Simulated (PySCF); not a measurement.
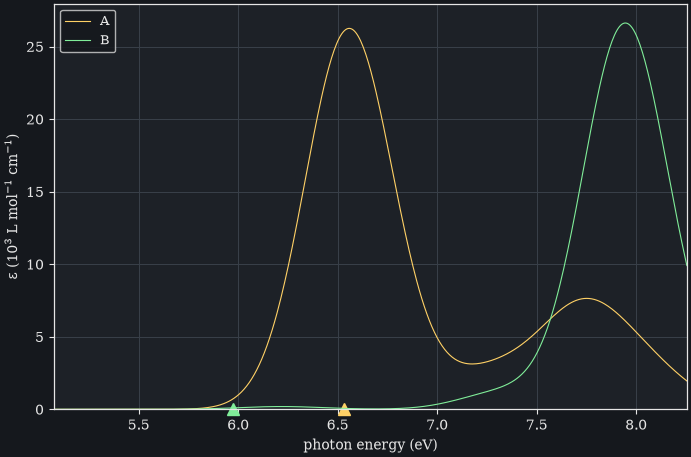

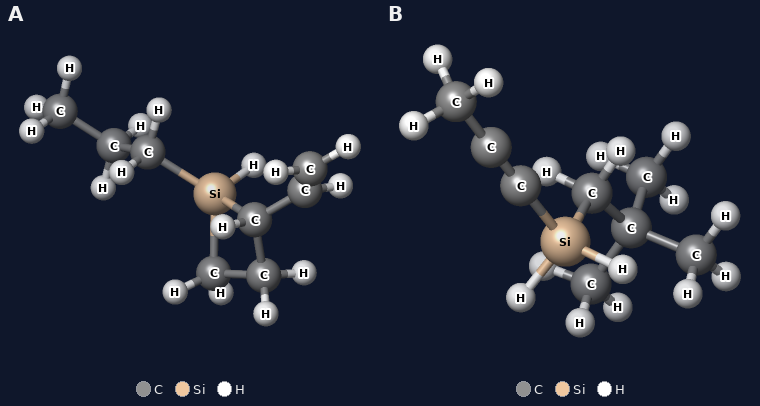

Related molecules: A is C₈H₁₆Si, SMILES C=C[C@@H]1CC[Si@H]1CCC; B is C₈H₁₆Si, SMILES CC#C[SiH2]CC(C)(C)C. Vertical TDDFT absorption, ωB97X-D/def2-SVPD, PySCF 2.14.0, at a PBE0-D3(BJ)/def2-SVP geometry (no frequency check); Gaussians of 1/e half-width 0.30 eV, triangles mark S1, and the range ends where the computed states of one molecule run out.

How does the lowest singlet move?

A: 6.53 eV (f = 0.400, mainly HOMO → LUMO (77 %)); B: 5.97 eV (f = 0.000, mixed, the largest part being HOMO → LUMO+1 (41 %)). From A to B it shifts 0.56 eV to the red, but one of these states is bright and the other nearly dark, so it isn't one band that moves.

And the brightest state of each within the range drawn?

A: S1 at 6.53 eV, f = 0.40; B: S6 at 7.94 eV, f = 0.49.

Limits of at least one run: core orbitals are frozen in the response; one conformer of a flexible molecule.
